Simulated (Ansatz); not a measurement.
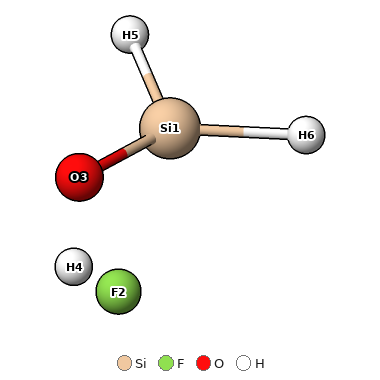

The system is the reacting system FH₃OSi (fragments FH₃OSi where the first distance is long, H₂OSi + FH where the second is long); the picture shows the reference structure. Coordinates scanned: (1) distance F2–H4 (bond that forms); (2) distance Si1–F2 (bond that breaks). Relaxed at each point: all other coordinates. Grid: 13 × 13 points. Points are written as (first, second). All energies are given in kJ/mol relative to a guessed transition structure relaxed with its forming and breaking bonds held. The reference is spin-restricted, so regions where a bond is pulled apart into radicals lie too high. Computed with Ansatz, RKS PBE0-D4/def2-SVP.

Its coordinates:

```yaml
atoms:
  - { symbol: Si, position_ang: [-0.2087, 0.1581, 0.4734] }
  - { symbol: F, position_ang: [0.3663, 0.3079, -1.4368] }
  - { symbol: O, position_ang: [0.3744, -1.3056, 0.2091] }
  - { symbol: H, position_ang: [0.5657, -0.7687, -0.9317] }
  - { symbol: H, position_ang: [-1.6668, 0.4249, 0.4769] }
  - { symbol: H, position_ang: [0.5691, 1.1834, 1.2090] }
```

Range: distance F2–H4 (bond that forms) from 0.819 to 2.619 Å; distance Si1–F2 (bond that breaks) from 1.539 to 3.339 Å.

> What landscape does the calculation give?

The lowest grid point is at (2.619 Å, 1.620 Å), −237 kJ/mol from a guessed transition structure relaxed with its forming and breaking bonds held. It lies at the edge of the scanned range, so the true minimum may lie outside. The highest grid point, (2.619 Å, 3.339 Å), lies 570 kJ/mol above the lowest.

| second ↓, first → | 0.819 | 0.900 | 1.011 | 1.137 | 1.275 | 1.422 | 1.576 | 1.737 | 1.903 | 2.075 | 2.252 | 2.433 | 2.619 |
| --- | --- | --- | --- | --- | --- | --- | --- | --- | --- | --- | --- | --- | --- |
| 3.339 | 110 | 65 | 70 | 111 | 163 | 210 | 248 | 277 | 297 | 311 | 321 | 328 | 333 |
| 3.153 | 109 | 64 | 68 | 108 | 156 | 198 | 230 | 252 | 268 | 279 | 287 | 293 | 297 |
| 2.972 | 108 | 62 | 65 | 102 | 145 | 180 | 205 | 222 | 233 | 241 | 247 | 252 | 255 |
| 2.795 | 106 | 59 | 60 | 93 | 130 | 156 | 173 | 184 | 192 | 197 | 201 | 205 | 207 |
| 2.623 | 103 | 56 | 54 | 82 | 109 | 125 | 134 | 140 | 144 | 147 | 149 | 151 | 152 |
| 2.457 | 100 | 52 | 47 | 66 | 82 | 88 | 90 | 90 | 90 | 90 | 91 | 91 | 91 |
| 2.296 | 98 | 48 | 39 | 48 | 50 | 46 | 39 | 34 | 31 | 28 | 26 | 25 | 25 |
| 2.142 | 98 | 47 | 31 | 26 | 15 | 0 | −14 | −25 | −32 | −38 | −42 | −44 | −46 |
| 1.995 | 104 | 50 | 25 | 5 | −21 | −47 | −68 | −84 | −96 | −104 | −110 | −114 | −116 |
| 1.857 | 121 | 63 | 25 | −11 | −51 | −87 | −115 | −136 | −152 | −163 | −170 | −175 | −178 |
| 1.731 | 155 | 91 | 40 | −12 | −65 | −110 | −145 | −171 | −190 | −204 | −213 | −219 | −222 |
| 1.620 | 212 | 142 | 78 | 10 | −54 | −108 | −149 | −179 | −201 | −217 | −227 | −234 | −237 |
| 1.539 | 280 | 205 | 130 | 51 | −22 | −82 | −128 | −161 | −185 | −202 | −213 | −220 | −224 |

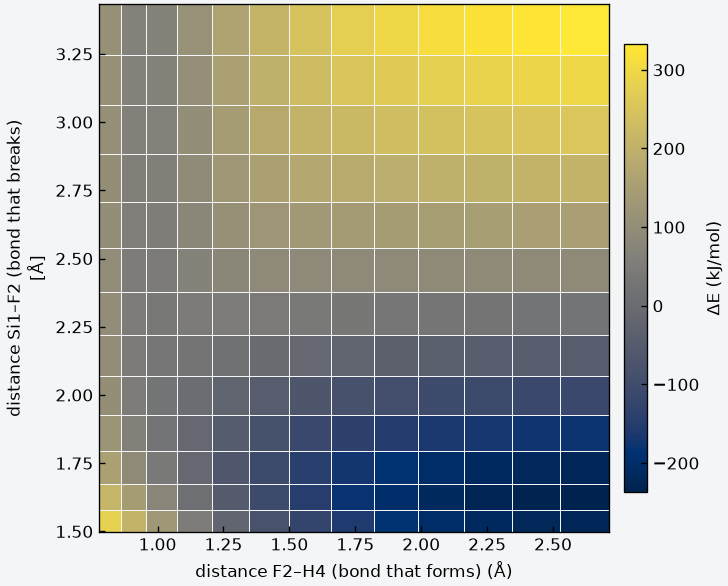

Drawn: one coloured cell a grid point.

Time for the 169 points that were run: 16 min on 1 thread of Arm Neoverse V2, on a shared host.
